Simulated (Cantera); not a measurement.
Feed: 1 mol MgSO4, 0.69 mol CO2, 1.9 mol H2, at 1448.15 K.

These are equilibrium values from Cantera (NASA tables, ideal gas, pure condensed phases), not measurements of a reactor. Candidate condensed phases: C, C6H6, C7H8, C8H18, H2O, H2SO4, Mg, MgCO3, MgO, Mg(OH)2, MgS, MgSO4, S; 130 gas species. The numbers say what is thermodynamically allowed, not how fast it happens.

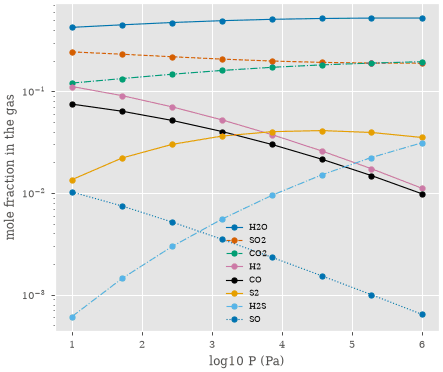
Fig. 1. Equilibrium gas composition (values under 1e-9 drawn at 1e-9)

**Question.** Read off the mole fractions at 1.90 bar.

**Answer.** H2O about 0.52, CO2 about 0.19, SO2 about 0.19, S2 about 0.039, H2S about 0.022, H2 about 0.017, CO about 0.015, SO about 0.0010.
